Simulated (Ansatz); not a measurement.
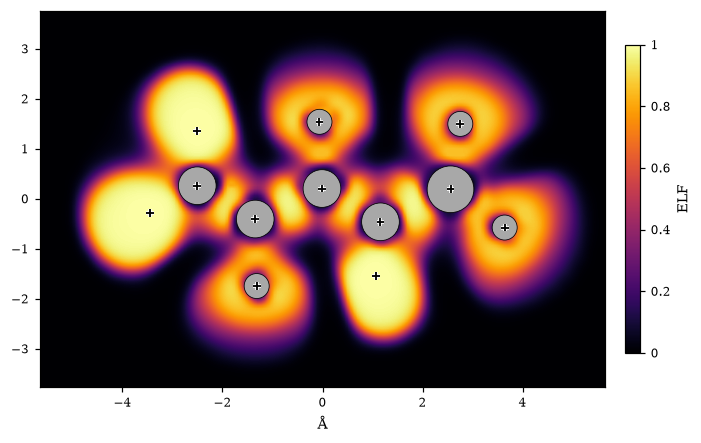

The electron localisation function on a plane through atoms (crosses mark nuclei in the plane; grey discs cover the cores).

These are results of Ansatz, isolated molecule in a Gaussian basis; Kohn-Sham density functional theory, functional PBE0, not measurements.

Candidates:
A. C4H10P2Si (SMILES CC1=CC[Si]1(P)P)
B. C5H7NO2Si (SMILES O[SiH2]Oc1ccccn1)
C. C4H3BF4 (SMILES C=C(F)/C(F)=C/B(F)F)

Which candidate gave the map?

Candidate C: C4H3BF4 on the molecular plane, which holds C, B, F and H. B–F (1.32 Å): the ELF peaks at about 0.85 between the atoms; a polar covalent bond. C–F (1.34 Å): the ELF peaks at about 0.85 between the atoms; a polar covalent bond.
